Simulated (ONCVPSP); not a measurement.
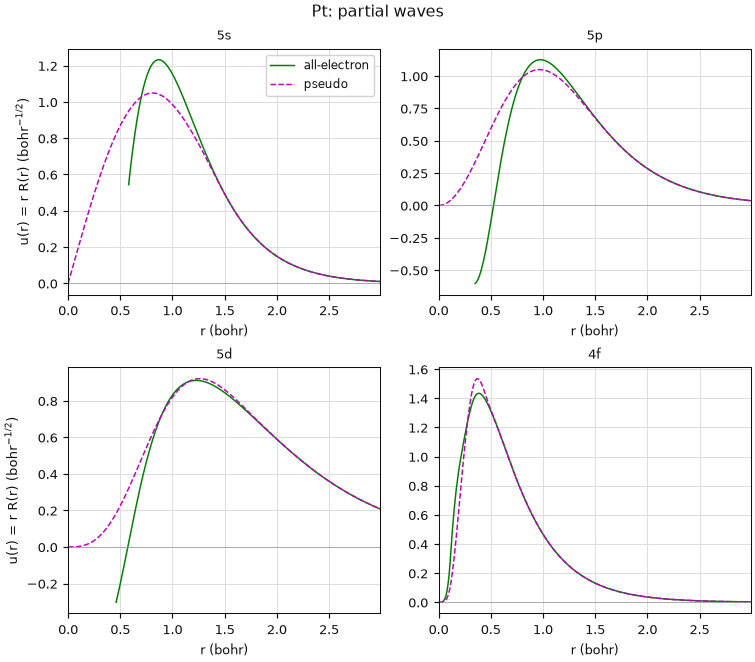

Fig. 1: Pseudo-waves (dashed) against the all-electron radial functions (solid). The innermost oscillations of some all-electron curves aren't drawn. Reference configuration 4f14 5s2 5p6 5d7.

- Matching radii: 5s at 1.60 bohr; 5p at 1.85 bohr; 5d at 2.30 bohr; 4f at 0.60 bohr. The curves merge smoothly, so the plot gives these only roughly.
- Nodes of the pseudo-waves: 5s has no node; 5p has no node; 5d has no node; 4f has no node. The potential isn't sound: its ghost test gives GHOST(-) flagged for s at -1513.6 eV, s at -154.3 eV, p at -745.3 eV; no localised positive-energy state flagged (flags above 300 eV left out).

# Pseudopotential generation for Pt

Platinum (Pt, Z = 78), core [Kr] 4d10, reference valence 4f14 5s2 5p6 5d7 (an ion of charge +3), valence charge 32. Computed at this level: ONCV potential, Wu-Cohen, scalar-relativistic, made with ONCVPSP 4.0.1.

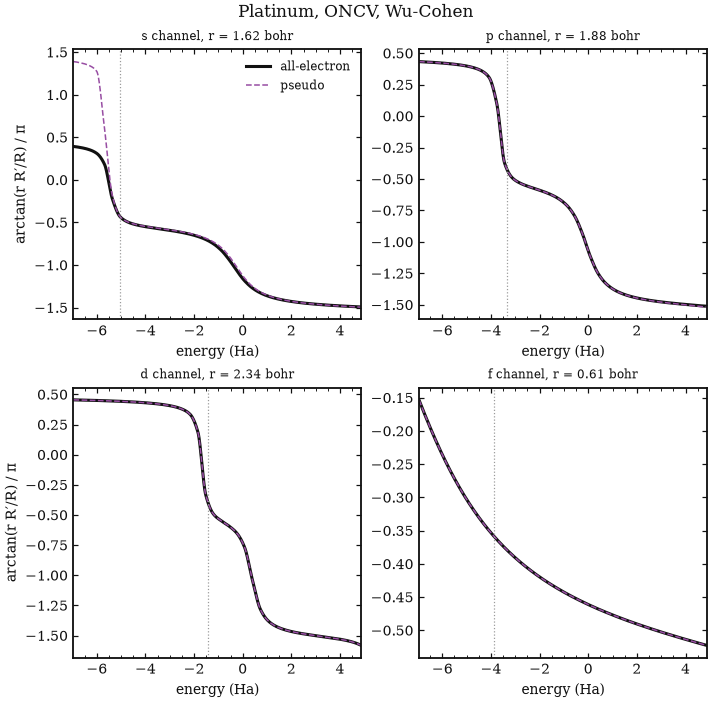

Fig. 2: Unwrapped phase arctan(r R′/R) in units of π against energy, all-electron (solid) and pseudo (dashed); the pseudo phase is matched to the all-electron one at the reference energy. Here R(r) is the radial function. A near-vertical step is a level narrower than the spacing of the points behind the curves. The dotted line marks the reference energy of the channel.

- Ghost states: Going away from the reference energies, the phases part by more than π/2 in: s at about -5.7 Ha (below its reference energy, pseudo phase higher, at the flagged ghost). Such a step is either a state that only one of the two atoms has or an ordinary level shifted in energy. The separate test gives: GHOST(-) flagged for s at -1513.6 eV, s at -154.3 eV, p at -745.3 eV; no localised positive-energy state flagged (flags above 300 eV left out). The other bound ghosts lie below the range of the plot.
- Range over which the phases agree within 0.05 rad: s: between about -5.3 and -1.5 Ha; p: over the whole range drawn; d: over the whole range drawn; f: over the whole range drawn.

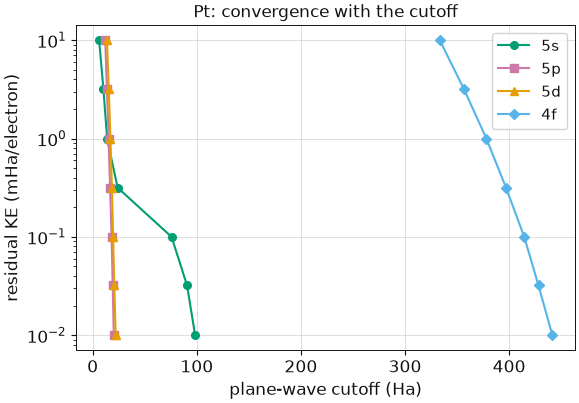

Fig. 3: Residual kinetic energy of the pseudo-waves (the first of each channel, and further valence shells) beyond the plane-wave cutoff, as the generator prints it.

- Cutoffs for the occupied states: 378 Ha for 1 mHa and 414 Ha for 0.1 mHa per electron. The first is set by 4f.
- Hardest wave at 1 mHa per electron: 4f, with rc = 0.60 bohr and qcut = 30.5 1/bohr. The optimisation minimises, but can't always remove, the kinetic energy above qcut²/2 = 465.1 Ha, and a larger rc would as a rule soften the wave at some cost in transferability.
- Cutoffs for 1 mHa per electron: 4f: 378 Ha; 5d: 17 Ha; 5p: 15 Ha; 5s: 14 Ha.

These pictures come from the run below.

Input:
```
# ATOM AND REFERENCE CONFIGURATION
# atsym  z   nc   nv     iexc    psfile
  Pt 78.00    9    4  -118130      upf
#
#   n    l    f
    1    0    2.00
    2    0    2.00
    2    1    6.00
    3    0    2.00
    3    1    6.00
    3    2   10.00
    4    0    2.00
    4    1    6.00
    4    2   10.00
    4    3   14.00
    5    0    2.00
    5    1    6.00
    5    2    7.00
#
# PSEUDOPOTENTIAL AND OPTIMIZATION
# lmax
    3
#
#   l,   rc,      ep,       ncon, nbas, qcut
    0    1.60    0.00    4    9    5.60
    1    1.85    0.00    3    7    7.00
    2    2.30    0.00    5   10    6.80
    3    0.60    0.00    4    9   30.50
#
# LOCAL POTENTIAL
# lloc, lpopt,  rc(5),   dvloc0
    4    5    0.45    4.00
#
# VANDERBILT-KLEINMAN-BYLANDER PROJECTORs
# l, nproj, debl
    0    1    2.10
    1    2    2.00
    2    3    2.60
    3    2    3.60
#
# MODEL CORE CHARGE
# icmod, fcfact, rcfact
    1    0.30    0.00
#
# LOG DERIVATIVE ANALYSIS
# epsh1, epsh2, depsh
   -7.00    5.00    0.04
#
# OUTPUT GRID
# rlmax, drl
    6.00    0.01
#
# TEST CONFIGURATIONS
# ncnf
    4
# nvcnf
#   n    l    f
    5
    4    3   14.00
    5    0    2.00
    5    1    6.00
    5    2    9.00
    6    0    1.00
#
    4
    4    3   14.00
    5    0    2.00
    5    1    6.00
    5    2    9.00
#
    4
    4    3   14.00
    5    0    2.00
    5    1    6.00
    5    2    8.00
#
    5
    4    3   14.00
    5    0    2.00
    5    1    6.00
    5    2    8.00
    6    0    1.00
#
```

Command:
```bash
oncvpsp.x < Pt.dat > Pt.out
```

The program's output (extracts):
```
ONCVPSP  (Optimized Norm-Conservinng Vanderbilt PSeudopotential)
scalar-relativistic version 4.0.1

#   n    l    f        energy (Ha)
    1    0    2.00    -2.8836578E+03
    2    0    2.00    -5.0765110E+02
    2    1    6.00    -4.4012179E+02
    3    0    2.00    -1.2023947E+02
    3    1    6.00    -1.0057735E+02
    3    2   10.00    -7.9257684E+01
    4    0    2.00    -2.6857558E+01
    4    1    6.00    -2.0409865E+01
    4    2   10.00    -1.2581851E+01
    4    3   14.00    -3.8836358E+00
    5    0    2.00    -5.0388133E+00
    5    1    6.00    -3.3401440E+00
    5    2    7.00    -1.4260877E+00

Reference configufation results
  iterations    23
  all-electron total energy (Ha)   -1.84100231D+04

Begin loop to  construct optimized pseudo wave functions
and semi-local pseudopoentials for all angular momenta

Calculating optimized projector #   1

 for l=   0

    Fraction of norm inside rc  0.968624
    Optimizing pswf for qcut=   5.61 a_B^-1,  ecut=  15.74 Ha
    Residual kinetic energy error=  5.14D-04 Ha

    Energy error per electron        Cutoff
         Ha          eV             Ha
         0.01000     0.27211        6.17
         0.00100     0.02721       13.87
         0.00010     0.00272       75.76
         0.00001     0.00027       98.38

WARNING wellstate: moderately localized bound state found for n= 6 l=  1
WARNING scattering state with energy  0.05000000
WARNING will be used for the first projector

   Wellstate for l =  1  n =  7
     eigenvalue =   0.0500
     asymptotic potential =   0.5500
     half-point radius =  3.3116

Calculating optimized projector #   1

 for l=   1

    Fraction of norm inside rc  0.963440
    Optimizing pswf for qcut=   7.01 a_B^-1,  ecut=  24.56 Ha
    Residual kinetic energy error=  1.07D-07 Ha

    Energy error per electron        Cutoff
         Ha          eV             Ha
         0.01000     0.27211       12.05
         0.00100     0.02721       15.30
         0.00010     0.00272       18.19
         0.00001     0.00027       20.29

Calculating optimized projector #   2

 for l=   1

    Fraction of norm inside rc  0.062010
    Optimizing pswf for qcut=   7.01 a_B^-1,  ecut=  24.56 Ha
    Residual kinetic energy error=  1.06D-06 Ha

    Energy error per electron        Cutoff
         Ha          eV             Ha
         0.01000     0.27211        9.26
         0.00100     0.02721       12.58
         0.00010     0.00272       15.24
         0.00001     0.00027       17.37

   Wellstate for l =  2  n =  8
     eigenvalue =   1.1739
     asymptotic potential =   1.6739
     half-point radius =  4.8486

   Wellstate for l =  2  n =  9
     eigenvalue =   3.7739
     asymptotic potential =   4.2739
     half-point radius =  4.0111

Calculating optimized projector #   1

 for l=   2

    Fraction of norm inside rc  0.913571
    Optimizing pswf for qcut=   6.79 a_B^-1,  ecut=  23.08 Ha
    Residual kinetic energy error=  2.51D-06 Ha

    Energy error per electron        Cutoff
         Ha          eV             Ha
         0.01000     0.27211       13.73
         0.00100     0.02721       17.03
         0.00010     0.00272       19.60
         0.00001     0.00027       22.08

Calculating optimized projector #   2

 for l=   2

    Fraction of norm inside rc  0.098385
    Optimizing pswf for qcut=   6.79 a_B^-1,  ecut=  23.08 Ha
    Residual kinetic energy error=  7.90D-06 Ha

    Energy error per electron        Cutoff
         Ha          eV             Ha
         0.01000     0.27211       12.83
         0.00100     0.02721       16.74
         0.00010     0.00272       19.96
         0.00001     0.00027       23.24

Calculating optimized projector #   3

 for l=   2

    Fraction of norm inside rc  0.071292
    Optimizing pswf for qcut=   6.79 a_B^-1,  ecut=  23.08 Ha
    Residual kinetic energy error=  3.20D-05 Ha

    Energy error per electron        Cutoff
         Ha          eV             Ha
         0.01000     0.27211       15.36
         0.00100     0.02721       19.08
         0.00010     0.00272       21.89
         0.00001     0.00027       26.48

WARNING wellstate: negative energy specified for n= 5 l=  3
WARNING scattering state with energy  0.25000000
WARNING will be used for the first projector

   Wellstate for l =  3  n =  5
     eigenvalue =   0.2500
     asymptotic potential =   0.7500
     half-point radius =  1.7987

Calculating optimized projector #   1

 for l=   3

    Fraction of norm inside rc  0.707882
    Optimizing pswf for qcut=  30.49 a_B^-1,  ecut= 464.81 Ha
    Residual kinetic energy error=  1.81D-06 Ha

    Energy error per electron        Cutoff
         Ha          eV             Ha
         0.01000     0.27211      333.39
         0.00100     0.02721      378.12
         0.00010     0.00272      414.50
         0.00001     0.00027      441.48

Calculating optimized projector #   2

 for l=   3

    Fraction of norm inside rc  0.013315
    Optimizing pswf for qcut=  30.49 a_B^-1,  ecut= 464.81 Ha
    Residual kinetic energy error=  1.10D-07 Ha

    Energy error per electron        Cutoff
         Ha          eV             Ha
         0.01000     0.27211      246.12
         0.00100     0.02721      313.00
         0.00010     0.00272      365.61
         0.00001     0.00027      408.36

Construct Vanderbilt / Kleinmman-Bylander projectors

B matrix Hermiticity error, ll=   1
   1   2   -3.7090E-04

  Orthonormal projector coefficients  3.2924E+01  1.4444E+00

B matrix Hermiticity error, ll=   2
   1   2    2.0045E-04
   1   3   -3.4077E-04
   2   3    1.1262E-04

  Orthonormal projector coefficients  6.4679E+01  5.1669E+00 -3.0676E-01

B matrix Hermiticity error, ll=   3
   1   2    9.6910E-04

  Orthonormal projector coefficients -4.1498E+01 -1.1208E+01

Model core correction analysis
  based on d2Exc/dn_idn_j

d2excae - all-electron derivatives

   -2.922723D-02   -1.118256D-02   -7.808892D-03   -3.591254D-03
   -1.118247D-02   -2.866995D-02   -2.510893D-02   -1.462725D-02
   -7.808870D-03   -2.510956D-02   -2.484099D-02   -1.791430D-02
   -3.591941D-03   -1.463969D-02   -1.795587D-02   -1.991225D-02

d2excps - pseudofunction derivatives with no core correction

   -5.617842D-02   -2.347106D-02   -1.255932D-02   -3.648662D-03
   -2.347136D-02   -2.555471D-02   -2.359933D-02   -1.370776D-02
   -1.255936D-02   -2.359991D-02   -2.492516D-02   -1.812764D-02
   -3.649354D-03   -1.372014D-02   -1.816916D-02   -2.095028D-02

rms 2nd derivative error    8.256288E-03

Polynomial model core charge

d2excps - pseudofunction derivatives with core correction

   -3.707933D-02   -1.639815D-02   -9.613838D-03   -3.167352D-03
   -1.639814D-02   -2.179822D-02   -2.089198D-02   -1.298361D-02
   -9.613834D-03   -2.089252D-02   -2.292680D-02   -1.750030D-02
   -3.168037D-03   -1.299596D-02   -1.754180D-02   -2.070071D-02

rms 2nd derivative error    3.672150E-03

Pseudoatom total energy -535.199728

Diagnostic tests using Vanderbilt-Kleinman-Bylander pseudopotentials
  1 or more projectors used as specified by nproj input data

   l    rcore       rmatch      e in        delta e   norm test  slope test

   0   1.6050159   1.6537477  -5.0388133   0.0000035   1.0000092   0.9999897

   1   1.8528100   1.9090653  -3.3401440   0.0000021   1.0002016   1.0001973
   1   1.8528100   1.9090653   0.0500000   0.0000738   1.0002121   1.0002121

   2   2.3118314   2.3820236  -1.4260877  -0.0000038   1.0001072   1.0001134
   2   2.3118314   2.3820236   1.1739123   0.0000130   1.0001994   1.0001994
   2   2.3118314   2.3820236   3.7739123  -0.0000169   1.0003280   1.0003280

   3   0.6017422   0.6200124  -3.8836358   0.0000551   1.0007806   1.0006064
   3   0.6017422   0.6200124   0.2500000  -0.0007064   1.0014664   1.0014664

 Testing for bound ghosts
   n   l    E NL Schr. Eq   E Basis Diag.   E Cutoff

       0                      -55.622480    102.92  WARNING - GHOST(-)
       0                       -5.671888    102.92  WARNING - GHOST(-)
   1   0       -5.038810       -5.038744    102.92

       1                      -27.389811     65.54  WARNING - GHOST(-)
   2   1       -3.340142       -3.340007     65.54

   3   2       -1.426092       -1.426084    127.09

   4   3       -3.883581       -3.873956   1362.78

 Testing for highly-localized positive-energy ghosts
       l    <radius>/rc     E Basis Diag.   E Cutoff

       2        0.888857       52.543456    127.09  WARNING - GHOST(+)

       2        0.964458       53.431344    127.09  WARNING - GHOST(+)

Test configuration 0

   n   l     f        eae           eps        diff
   1   0  2.0000-2883.65781084
   2   0  2.0000 -507.65109526
   2   1  6.0000 -440.12179072
   3   0  2.0000 -120.23947102
   3   1  6.0000 -100.57734717
   3   2 10.0000  -79.25768434
   4   0  2.0000  -26.85755778
   4   1  6.0000  -20.40986549
   4   2 10.0000  -12.58185078
   4   3 14.0000   -3.88363582   -3.88358073    5.51D-05
   5   0  2.0000   -5.03881333   -5.03880982    3.51D-06
   5   1  6.0000   -3.34014402   -3.34014190    2.12D-06
   5   2  7.0000   -1.42608772   -1.42609156   -3.84D-06

    Total energies and differences
      AE_ref= -1.84100231D+04  AE_tst= -1.84100231D+04  dif=  0.00D+00
      PS_ref= -5.35199728D+02  PS_tst= -5.35199728D+02  dif=  6.82D-13
      PSP excitation error= -6.82D-13

Test configuration 1

psatom: WARNING lschvkbb convergence error n,l,iter=   2   0   2
ea(ii),et,emin,emax -4.740767E-01 -5.214844E-01 -5.214844E-01 -5.214844E-01
run_config: WARNING for fully non-local PS atom, stg. 2
 WARNING no output for configuration 2

Test configuration 2

   n   l     f        eae           eps        diff
   1   0  2.0000-2882.64916761
   2   0  2.0000 -506.63933693
   2   1  6.0000 -439.11006339
   3   0  2.0000 -119.23121536
   3   1  6.0000  -99.56910467
   3   2 10.0000  -78.24873384
   4   0  2.0000  -25.85127682
   4   1  6.0000  -19.40370356
   4   2 10.0000  -11.57575325
   4   3 14.0000   -2.87878327   -2.88582875   -7.05D-03
   5   0  2.0000   -4.04723707   -4.04890291   -1.67D-03
   5   1  6.0000   -2.36438951   -2.36455223   -1.63D-04
   5   2  9.0000   -0.52686854   -0.52726246   -3.94D-04

    Total energies and differences
      AE_ref= -1.84100231D+04  AE_tst= -1.84119436D+04  dif= -1.92D+00
      PS_ref= -5.35199728D+02  PS_tst= -5.37121265D+02  dif= -1.92D+00
      PSP excitation error=  1.05D-03

Test configuration 3

   n   l     f        eae           eps        diff
   1   0  2.0000-2883.12143338
   2   0  2.0000 -507.11292988
   2   1  6.0000 -439.58362254
   3   0  2.0000 -119.70378665
   3   1  6.0000 -100.04167029
   3   2 10.0000  -78.72153226
   4   0  2.0000  -26.32334340
   4   1  6.0000  -19.87575140
   4   2 10.0000  -12.04781164
   4   3 14.0000   -3.35046138   -3.35457726   -4.12D-03
   5   0  2.0000   -4.51451959   -4.51541169   -8.92D-04
   5   1  6.0000   -2.82542093   -2.82555744   -1.37D-04
   5   2  8.0000   -0.95242408   -0.95285961   -4.36D-04

    Total energies and differences
      AE_ref= -1.84100231D+04  AE_tst= -1.84112085D+04  dif= -1.19D+00
      PS_ref= -5.35199728D+02  PS_tst= -5.36385655D+02  dif= -1.19D+00
      PSP excitation error=  5.14D-04

Test configuration 4

psatom: WARNING lschvkbb convergence error n,l,iter=   2   0   2
ea(ii),et,emin,emax -8.136745E-01 -8.950420E-01 -8.950420E-01 -8.950420E-01
run_config: WARNING for fully non-local PS atom, stg. 2
 WARNING no output for configuration 5
```

Results in brief:

- outcome: generated, with a ghost state
- cutoffs needed: 378 Ha and 414 Ha (the cutoffs at which the residual kinetic energy of the hardest occupied pseudo-wave falls to 1 and 0.1 mHa per electron)
- ghost test: GHOST(-) flagged for s at -1513.6 eV, s at -154.3 eV, p at -745.3 eV; no localised positive-energy state flagged (flags above 300 eV left out)
- configuration tests: 2 of 4 tests not solved
- rms error of d²Exc/dni dnj: 8.26 mHa without and 3.67 mHa with the model core
- largest excitation error among the tests solved: +29 meV (all-electron minus pseudo) for 4f14 5s2 5p6 5d9
- range over which the phases arctan(r R′/R) at the test radius agree within 0.05 rad (a looser test near the poles than one of phase shifts): s: between about -5.3 and -1.5 Ha; p: over the whole range computed; d: over the whole range computed; f: over the whole range computed
- hardware: 1 CPU thread, shared host
- wall time: 6.7 s

Remarks:

The potential has a bound ghost state, so it can't be used as it stands. Warnings of the program, in the generation or the tests: wellstate: moderately localized bound state found for n= 6 l= 1; wellstate: negative energy specified for n= 5 l= 3.
